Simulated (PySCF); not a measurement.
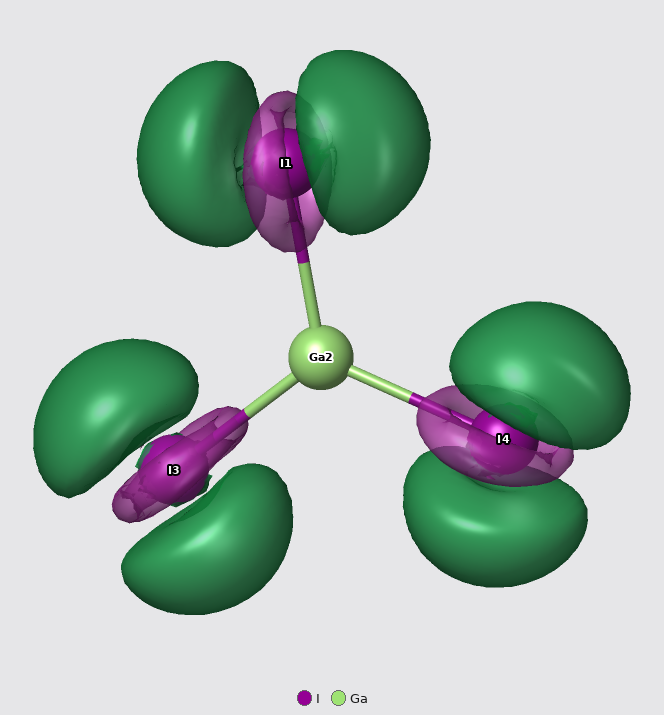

GaI$_{3}$, SMILES `I[Ga](I)I`. Fukui function f⁻ = ρ(N) − ρ(N−1) at fixed geometry, surfaces at ±0.01 e/Å³ (green positive, purple negative).

Method: ωB97X/def2-TZVP; geometry: GFN2-xTB; program: PySCF. Core potentials replace the inner electrons of I; spin–orbit coupling isn't included. No frequency check shows the geometry to be a minimum. GFN2-xTB bond lengths at metals and heavier atoms can be off by up to 0.1 Å and shapes distorted, which carries into these values.

Cartesian coordinates (Å):

```
I1       1.2889   -2.1513    0.0000
Ga2     -0.0007    0.0000    0.0000
I3       1.2189    2.1917    0.0000
I4      -2.5074   -0.0404    0.0000
```

### On which atoms does the density change most on removal of an electron?

f⁻ (Hirshfeld-condensed) is largest on I1, I3 and I4 (0.32 each); the vertical ionisation energy is 9.96 eV (the stability of the cation's solution wasn't checked). Condensed values hint at sites of electrophilic attack but needn't mark the atom that reacts. Orbital relaxation makes it negative in places (0.09 e in all).
